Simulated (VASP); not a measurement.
# Fe (Iron-alpha): accuracy against cost in the SCF threshold and SCF solver, part 2 of 3

Aim: find what the SCF threshold and SCF solver change for Fe (Iron-alpha), and what they cost. The series runs use r2SCAN. The start is a cell from a database of measured crystal structures.

VASP 6.6.1; r2SCAN, spin-polarised from a ferromagnetic start (one magnetic atom a cell); plane waves and PAW (Fe).

Still holding for the runs below: The cell holds one magnetic atom, so no antiferromagnetic order fits into it. The k-mesh is coarse for a metal.

So far. Step 6 (SCF threshold: EDIFF = 1E-06): Against the run before the energy stays within 0.01 meV an atom; the pressure moves by +0.01 GPa, after 15 cycles in 18 s.

### Step 7. SCF threshold: EDIFF = 1E-08

INCAR reads:

```
SYSTEM = Fe
PREC = Accurate
ENCUT = 400
EDIFF = 1E-08
NELM = 100
ISMEAR = -1
SIGMA = 0.05
LREAL = .FALSE.
ALGO = Normal
METAGGA = R2SCAN
LASPH = .TRUE.
NBANDS = 10
ISPIN = 2
MAGMOM = 3
LMAXMIX = 4
LORBIT = 11
LWAVE = .FALSE.
LCHARG = .FALSE.
KPAR = 2
ISIF = 2
```

POSCAR reads:

```
Fe
1.0
   -1.4332500000      1.4332500000      1.4332500000
    1.4332500000     -1.4332500000      1.4332500000
    1.4332500000      1.4332500000     -1.4332500000
Fe
1
Direct
    0.0000000000      0.0000000000      0.0000000000
```

KPOINTS reads:

```
Automatic mesh
0
Gamma
9 9 9
0 0 0
```

PAW data sets: Fe (PBE family, release 64).

Launch:

```sh
$ mpirun -np 2 vasp_std
```

Log:

```text
[... set-up lines as in an earlier step ...]
 entering main loop
       N       E                     dE             d eps       ncg     rms          rms(c)
[... 11 cycles as in an earlier step ...]
DAV:  12    -0.143625263641E+02    0.31269E-04   -0.24805E-05  1608   0.599E-02    0.231E-02
DAV:  13    -0.143625474729E+02   -0.21109E-04   -0.26415E-05  1604   0.446E-02    0.873E-03
DAV:  14    -0.143625431358E+02    0.43371E-05   -0.21768E-06  1532   0.206E-02    0.218E-03
DAV:  15    -0.143625428649E+02    0.27094E-06   -0.49993E-08  1512   0.288E-03    0.257E-03
[...]
DAV:  20    -0.143625428018E+02   -0.56177E-07   -0.38814E-11   722   0.948E-05    0.161E-05
DAV:  21    -0.143625428206E+02   -0.18846E-07   -0.33993E-12   718   0.220E-05    0.581E-06
DAV:  22    -0.143625428155E+02    0.50666E-08   -0.17977E-13   720   0.109E-05
   1 F= -.14362543E+02 E0= -.14360071E+02  d E =-.494452E-02  mag=     2.5700
```

It took 27 s on 2 MPI ranks of Intel Xeon Platinum 8488C (Sapphire Rapids), shared host; peak memory 0.23 GiB.

OUTCAR, selected parts (step 7):

```text
  Total       -0.2445475     -0.2445475     -0.2445475     -0.0000000     -0.0000000      0.0000000
  in kB      -33.2696351    -33.2696351    -33.2696351     -0.0000000     -0.0000000      0.0000000
  external PRESSURE =     -33.2696351 kB  Pullay stress =       0.0000000 kB

 POSITION                                       TOTAL-FORCE (eV/Angst)
 -----------------------------------------------------------------------------------
      0.00000      0.00000      0.00000         0.000000     -0.000000     -0.000000
 -----------------------------------------------------------------------------------
    total drift:                                0.000000      0.000000     -0.000000

  FREE ENERGIE OF THE ION-ELECTRON SYSTEM (eV)
  ---------------------------------------------------
  free  energy   TOTEN  =       -14.3625428155 eV

  energy  without entropy=      -14.3575982998  energy(sigma->0) =      -14.36007056

[... 3 parts as in an earlier step ...]

[... 1 further part left out ...]
[key lines of the parts left out:]
E-fermi :   5.4979
```

Against the run before the energy stays within 0.01 meV an atom; the pressure moves by -0.06 GPa, after 22 cycles in 27 s.

### Step 8. The SCF threshold series as a table

This step: convergence of r2SCAN results with the threshold; plane waves and PAW (VASP 6.6.1).

This step runs nothing: it gathers the runs above.

Differences are taken from the run with EDIFF = 1E-08. Results of the series, by row:

```
      setting     status  energy less the reference (meV/atom)  pressure (GPa)  moment (μB)  SCF cycles  wall time (s)
 EDIFF = 0.01  converged                                 3.057           2.858        2.588           9            9.8
EDIFF = 0.001  converged                               -0.0099          -4.299        2.568          11           11.4
EDIFF = 1E-04  converged                               0.01697          -3.223        2.569          12           17.8
EDIFF = 1E-05  converged                              -7.20e-4          -3.276         2.57          14           16.8
EDIFF = 1E-06  converged                              -2.00e-5          -3.268         2.57          15           18.2
EDIFF = 1E-08  converged                                     0          -3.327         2.57          22             27
```

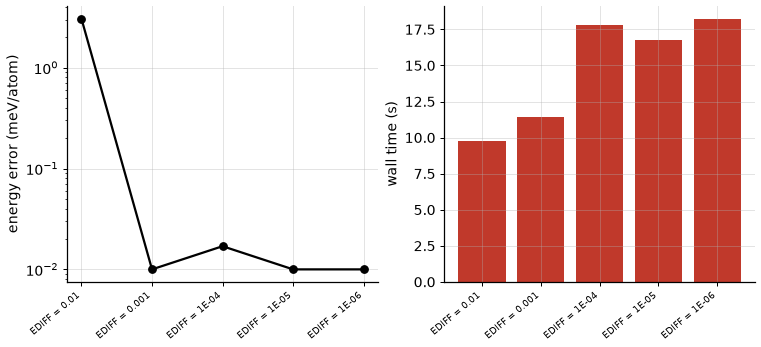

The energy error in size, against the reference run (errors under 0.01 are drawn at 0.01), and the wall time by setting.

### Step 9. SCF solver: ALGO = Normal

This step: r2SCAN, spin-polarised from a ferromagnetic start (one magnetic atom a cell); plane waves and PAW (Fe) (VASP 6.6.1).

All solvers should reach one answer; they differ in cycles and robustness.

Edit INCAR of step 7 so:

```diff
@@ -3,3 +3,3 @@
 ENCUT = 400
-EDIFF = 1E-08
+EDIFF = 1E-06
 NELM = 100
```

POSCAR is that of step 7.

KPOINTS is that of step 7.

Launch:

```sh
$ mpirun -np 2 vasp_std
```

Log:

```text
[... set-up lines as in an earlier step ...]
 entering main loop
       N       E                     dE             d eps       ncg     rms          rms(c)
[... 15 cycles as in an earlier step ...]
   1 F= -.14362543E+02 E0= -.14360071E+02  d E =-.494453E-02  mag=     2.5701
```

Elapsed: 17 s, on 2 MPI ranks; peak memory 0.23 GiB.

Parts of OUTCAR (step 9):

```text
   NELECT =       8.0000    total number of electrons

 E-fermi :   5.4979

 spin component 1
 k-point     1 :       0.0000    0.0000    0.0000
  band No.  band energies     occupation
    ...
      2       2.4662      1.00000
      3       2.4666      1.00000
      4       2.4666      1.00000
      5       3.6275      1.00000
      6       3.6275      1.00000
      7      31.1215      0.00000
      8      31.1217      0.00000
      9      31.1217      0.00000
     10      35.9484      0.00000

 k-point     2 :       0.1111    0.0000    0.0000
  band No.  band energies     occupation
    ...
      2       2.3433      1.00000
      3       2.4564      1.00000
      4       2.7231      1.00000
      5       3.5216      1.00000
      6       3.6377      1.00000
      7      27.9606      0.00000
      8      30.1620      0.00000
      9      30.6088      0.00000
     10      33.9458      0.00000

[... 13 parts as in an earlier step ...]

[... 14 further parts left out ...]
```

This step gave:

```yaml
scf_cycles: 15
pressure: -3.268 GPa
moment_of_the_cell_from_the_last_line_of_the_log: 2.570 μB
```

The series starts at -14.3601 eV an atom and -3.27 GPa, after 15 cycles in 17 s.

### Step 10. SCF solver: ALGO = Fast

Edit INCAR of step 9 so:

```diff
@@ -8,3 +8,3 @@
 LREAL = .FALSE.
-ALGO = Normal
+ALGO = Fast
 METAGGA = R2SCAN
```

POSCAR is that of step 9.

KPOINTS is that of step 9.

Launch:

```sh
$ mpirun -np 2 vasp_std
```

Log:

```text
[... set-up lines as in an earlier step ...]
 entering main loop
       N       E                     dE             d eps       ncg     rms          rms(c)
[... 5 cycles as in an earlier step ...]
RMM:   6    -0.143374329003E+02    0.11041E+01   -0.46220E+00  1573   0.329E+01    0.759E+00
RMM:   7    -0.143525479353E+02   -0.15115E-01   -0.29911E-01  1609   0.808E+00    0.513E+00
RMM:   8    -0.143678988459E+02   -0.15351E-01   -0.75364E-02  1596   0.238E+00    0.222E+00
RMM:   9    -0.143600204449E+02    0.78784E-02   -0.23043E-02  1573   0.125E+00    0.478E-01
[...]
RMM:  16    -0.143625421487E+02   -0.15511E-05   -0.35116E-07   893   0.666E-03    0.296E-03
RMM:  17    -0.143625431762E+02   -0.10275E-05   -0.11676E-07   768   0.382E-03    0.524E-04
RMM:  18    -0.143625429257E+02    0.25049E-06   -0.15297E-08   591   0.169E-03
   1 F= -.14362543E+02 E0= -.14360071E+02  d E =-.494453E-02  mag=     2.5700
```

Elapsed: 17 s, on 2 MPI ranks; peak memory 0.23 GiB; 32 s of CPU time.

From OUTCAR (step 10):

```text
  Total       -0.2440287     -0.2440287     -0.2440287      0.0000000      0.0000000     -0.0000000
  in kB      -33.1990538    -33.1990538    -33.1990538      0.0000000      0.0000000     -0.0000000
  external PRESSURE =     -33.1990538 kB  Pullay stress =       0.0000000 kB

  FREE ENERGIE OF THE ION-ELECTRON SYSTEM (eV)
  ---------------------------------------------------
  free  energy   TOTEN  =       -14.3625429257 eV

  energy  without entropy=      -14.3575983938  energy(sigma->0) =      -14.36007066

[... 4 parts as in an earlier step ...]

[... 1 further part left out ...]
[key lines of the parts left out:]
E-fermi :   5.4978
```

Against the first of the series the energy stays within 0.01 meV an atom; the pressure moves by -0.05 GPa, after 18 cycles in 17 s.

### Step 11. SCF solver: ALGO = VeryFast

Edit INCAR of step 10 so:

```diff
@@ -8,3 +8,3 @@
 LREAL = .FALSE.
-ALGO = Fast
+ALGO = VeryFast
 METAGGA = R2SCAN
```

POSCAR is that of step 10.

KPOINTS is that of step 10.

Launch:

```sh
$ mpirun -np 2 vasp_std
```

Log:

```text
[... set-up lines as in an earlier step ...]
 entering main loop
       N       E                     dE             d eps       ncg     rms          rms(c)
RMM:   1     0.297423659158E+02    0.29742E+02   -0.18269E+03   700   0.635E+02
RMM:   2    -0.101816997212E+02   -0.39924E+02   -0.34283E+02   700   0.150E+02
RMM:   3    -0.147151861741E+02   -0.45335E+01   -0.22805E+01   700   0.575E+01
RMM:   4    -0.154012124328E+02   -0.68603E+00   -0.17091E+00   700   0.160E+01
[...]
RMM:  20    -0.143625357789E+02   -0.31455E-06   -0.18273E-05  1599   0.407E-02    0.138E-02
RMM:  21    -0.143625432542E+02   -0.74754E-05   -0.29261E-06  1515   0.228E-02    0.306E-03
RMM:  22    -0.143625428267E+02    0.42759E-06   -0.33866E-07   944   0.653E-03
   1 F= -.14362543E+02 E0= -.14360071E+02  d E =-.494460E-02  mag=     2.5701
```

Wall time 26 s (2 MPI ranks); peak memory 0.23 GiB; 50 s of CPU time.

OUTCAR, selected parts (step 11):

```text
  Total       -0.2353262     -0.2353262     -0.2353262      0.0000000     -0.0000000     -0.0000000
  in kB      -32.0151115    -32.0151115    -32.0151115      0.0000000     -0.0000000     -0.0000000
  external PRESSURE =     -32.0151115 kB  Pullay stress =       0.0000000 kB

  FREE ENERGIE OF THE ION-ELECTRON SYSTEM (eV)
  ---------------------------------------------------
  free  energy   TOTEN  =       -14.3625428267 eV

  energy  without entropy=      -14.3575982315  energy(sigma->0) =      -14.36007053

[... 4 parts as in an earlier step ...]

[... 1 further part left out ...]
[key lines of the parts left out:]
E-fermi :   5.4978
```

Against the first of the series the energy stays within 0.01 meV an atom; the pressure moves by +0.07 GPa, after 22 cycles in 26 s.

### Step 12. SCF solver: ALGO = All

Edit INCAR of step 11 so:

```diff
@@ -8,3 +8,3 @@
 LREAL = .FALSE.
-ALGO = VeryFast
+ALGO = All
 METAGGA = R2SCAN
```

POSCAR is that of step 11.

KPOINTS is that of step 11.

Launch:

```sh
$ mpirun -np 2 vasp_std
```

Log:

```text
[... set-up lines as in an earlier step ...]
 entering main loop
       N       E                     dE             d eps       ncg     rms           ort
DAV:   1     0.988234479657E+01    0.98823E+01   -0.38913E+03   350   0.107E+03
DAV:   2    -0.149947456915E+02   -0.24877E+02   -0.22589E+02   350   0.125E+02
DAV:   3    -0.154392764506E+02   -0.44453E+00   -0.44146E+00   350   0.219E+01
DAV:   4    -0.154414640417E+02   -0.21876E-02   -0.21870E-02   350   0.142E+00
DAV:   5    -0.154414846900E+02   -0.20648E-04   -0.20648E-04   350   0.133E-01
SDA:   6    -0.110247378257E+02    0.44167E+01   -0.20648E-04   350   0.158E+02   0.000E+00
 gam= 0.000 g(H,U,f)=  0.857E+01 0.680E+01 0.450E+00 ort(H,U,f) = 0.000E+00 0.000E+00 0.000E+00
 gam= 0.000 trial= 0.400  step=  0.3308 mean=  0.4000
CGA:   7    -0.136851250874E+02   -0.26604E+01   -0.26176E+01   350   0.107E+01  -0.528E+00
 gam= 0.067 g(H,U,f)=  0.594E+00 0.453E+00 0.180E-01 ort(H,U,f) =-0.220E+01 0.160E+01 0.668E-01
 gam= 0.067 trial= 0.393  step=  1.0642 mean=  0.3931
[...]
gam= 0.456 trial= 0.585  step=  0.7536 mean=  0.5848
CGA:  15    -0.143625164792E+02   -0.54415E-04   -0.54318E-04   350   0.422E-04   0.189E-05
 gam= 0.288 g(H,U,f)=  0.327E-04 0.546E-05 0.410E-05 ort(H,U,f) =-0.287E-04 0.868E-05 0.219E-04
 gam= 0.288 trial= 0.602  step=  0.9125 mean=  0.6017
CGA:  16    -0.143625364338E+02   -0.19955E-04   -0.19517E-04   350   0.142E-04   0.282E-05
 gam= 0.337 g(H,U,f)=  0.741E-05 0.655E-05 0.252E-06 ort(H,U,f) =-0.130E-06 0.486E-05-0.191E-05
 gam= 0.337 trial= 0.633  step=  0.5512 mean=  0.6328
CGA:  17    -0.143625406290E+02   -0.41953E-05   -0.41802E-05   350   0.282E-05  -0.372E-06
 gam= 0.199 g(H,U,f)=  0.175E-05 0.106E-05 0.156E-07 ort(H,U,f) =-0.188E-05 0.151E-05-0.152E-08
 gam= 0.199 trial= 0.625  step=  1.2405 mean=  0.6246
CGA:  18    -0.143625423154E+02   -0.16864E-05   -0.17061E-05   350   0.800E-06  -0.634E-07
 gam= 0.283 g(H,U,f)=  0.520E-06 0.266E-06 0.134E-07 ort(H,U,f) =-0.473E-06 0.429E-06-0.198E-07
 gam= 0.283 trial= 0.686  step=  0.7754 mean=  0.6862
CGA:  19    -0.143625426241E+02   -0.30865E-06   -0.30331E-06   350   0.250E-06   0.124E-06
 gam= 0.312 g(H,U,f)=  0.189E-06 0.334E-07 0.269E-07 ort(H,U,f) =-0.150E-07 0.132E-06 0.709E-08
 gam= 0.312 trial= 0.695  step=  0.9831 mean=  0.6952
 final diagonalization occupied
   1 F= -.14362543E+02 E0= -.14360070E+02  d E =-.494523E-02  mag=     2.5701
```

It took 54 s on 2 MPI ranks; peak memory 0.23 GiB.

From OUTCAR (step 12):

```text
  Total       -0.2416684     -0.2416684     -0.2416684     -0.0000000      0.0000000     -0.0000000
  in kB      -32.8779395    -32.8779395    -32.8779395     -0.0000000      0.0000000     -0.0000000
  external PRESSURE =     -32.8779395 kB  Pullay stress =       0.0000000 kB

 POSITION                                       TOTAL-FORCE (eV/Angst)
 -----------------------------------------------------------------------------------
      0.00000      0.00000      0.00000        -0.000000      0.000000      0.000000
 -----------------------------------------------------------------------------------
    total drift:                                0.000000      0.000000     -0.000000

  FREE ENERGIE OF THE ION-ELECTRON SYSTEM (eV)
  ---------------------------------------------------
  free  energy   TOTEN  =       -14.3625426241 eV

  energy  without entropy=      -14.3575973900  energy(sigma->0) =      -14.36007001

[... 3 parts as in an earlier step ...]

[... 1 further part left out ...]
[key lines of the parts left out:]
E-fermi :   5.4979
```

Against the first of the series the energy stays within 0.01 meV an atom; the pressure moves by -0.02 GPa, after 19 cycles in 54 s.

### Step 13. SCF solver: ALGO = Damped

Edit INCAR of step 12 so:

```diff
@@ -8,3 +8,3 @@
 LREAL = .FALSE.
-ALGO = All
+ALGO = Damped
 METAGGA = R2SCAN
```

POSCAR is that of step 12.

KPOINTS is that of step 12.

Launch:

```sh
$ mpirun -np 2 vasp_std
```

Log:

```text
[... set-up lines as in an earlier step ...]
 entering main loop
       N       E                     dE             d eps       ncg     rms           ort
DAV:   1     0.386343776965E+02    0.38634E+02   -0.35411E+03   350   0.107E+03
DAV:   2    -0.591029570267E+01   -0.44545E+02   -0.42240E+02   350   0.187E+02
DAV:   3    -0.139567771772E+02   -0.80465E+01   -0.77677E+01   350   0.843E+01
DAV:   4    -0.153969507186E+02   -0.14402E+01   -0.14239E+01   350   0.358E+01
[...]
DMP:  26    -0.143625406352E+02   -0.24175E-05   -0.15549E-05   350   0.183E-05   0.539E-05
DMP:  27    -0.143625418200E+02   -0.11848E-05   -0.79861E-06   350   0.956E-06   0.272E-05
DMP:  28    -0.143625423879E+02   -0.56794E-06   -0.41637E-06   350   0.494E-06   0.143E-05
 final diagonalization occupied
   1 F= -.14362542E+02 E0= -.14360068E+02  d E =-.494804E-02  mag=     2.5702
```

Elapsed: 28 s, on 2 MPI ranks; peak memory 0.23 GiB; 54 s of CPU time.

OUTCAR, selected parts (step 13):

```text
  Total       -0.2453067     -0.2453067     -0.2453067      0.0000000     -0.0000000     -0.0000000
  in kB      -33.3729089    -33.3729089    -33.3729089      0.0000000     -0.0000000     -0.0000000
  external PRESSURE =     -33.3729089 kB  Pullay stress =       0.0000000 kB

  FREE ENERGIE OF THE ION-ELECTRON SYSTEM (eV)
  ---------------------------------------------------
  free  energy   TOTEN  =       -14.3625423879 eV

  energy  without entropy=      -14.3575943515  energy(sigma->0) =      -14.36006837

[... 4 parts as in an earlier step ...]

[... 1 further part left out ...]
[key lines of the parts left out:]
E-fermi :   5.4972
```

Against the first of the series the energy stays within 0.01 meV an atom; the pressure moves by -0.07 GPa, after 28 cycles in 28 s.

### Step 14. SCF solver: AMIX = 0.1, BMIX = 0.01

Edit INCAR of step 13 so:

```diff
@@ -8,3 +8,3 @@
 LREAL = .FALSE.
-ALGO = Damped
+ALGO = Normal
 METAGGA = R2SCAN
@@ -20 +20,3 @@
 ISIF = 2
+AMIX = 0.1
+BMIX = 0.01
```

POSCAR is that of step 13.

KPOINTS is that of step 13.

Launch:

```sh
$ mpirun -np 2 vasp_std
```

Log:

```text
[... set-up lines as in an earlier step ...]
 entering main loop
       N       E                     dE             d eps       ncg     rms          rms(c)
[... 5 cycles as in an earlier step ...]
DAV:   6    -0.141928017434E+02    0.12487E+01   -0.25902E+00  1480   0.233E+01    0.770E+00
DAV:   7    -0.142807108308E+02   -0.87909E-01   -0.17140E+00  1544   0.177E+01    0.557E+00
DAV:   8    -0.143218910191E+02   -0.41180E-01   -0.44748E-02  1636   0.266E+00    0.529E+00
DAV:   9    -0.143611581264E+02   -0.39267E-01   -0.14498E-01  1552   0.398E+00    0.351E+00
[...]
DAV:  20    -0.143625447846E+02    0.10444E-05   -0.38773E-07   712   0.794E-03    0.235E-03
DAV:  21    -0.143625425671E+02    0.22175E-05   -0.18001E-07   706   0.419E-03    0.184E-03
DAV:  22    -0.143625428281E+02   -0.26102E-06   -0.42291E-08   706   0.260E-03
   1 F= -.14362543E+02 E0= -.14360070E+02  d E =-.494480E-02  mag=     2.5700
```

The job ended after 21 s (2 MPI ranks; peak memory 0.23 GiB).

From OUTCAR (step 14):

```text
  Total       -0.2425587     -0.2425587     -0.2425587      0.0000000     -0.0000000      0.0000000
  in kB      -32.9990590    -32.9990590    -32.9990590      0.0000000     -0.0000000      0.0000000
  external PRESSURE =     -32.9990590 kB  Pullay stress =       0.0000000 kB

  FREE ENERGIE OF THE ION-ELECTRON SYSTEM (eV)
  ---------------------------------------------------
  free  energy   TOTEN  =       -14.3625428281 eV

  energy  without entropy=      -14.3575980267  energy(sigma->0) =      -14.36007043

[... 4 parts as in an earlier step ...]

[... 1 further part left out ...]
[key lines of the parts left out:]
E-fermi :   5.4978
```

Against the first of the series the energy stays within 0.01 meV an atom; the pressure moves by -0.03 GPa, after 22 cycles in 21 s.

(Continued in part 3 of 3.)

[Lines on the potential files, build, host, timing and source positions are cut from VASP's logs without a mark.]

[Logs are printed without paths, hosts, clocks, repeated set-up lines and the standing remarks that a program may print on its own settings, such as how far it seeks lower states.]

[Hosts, paths, dates, database ids (printed as entryN), source tags and the programs' standing remarks are cut or masked in the printed files.]

[A measured line is paired with the nearest computed mode of its activity, which favours agreement.]
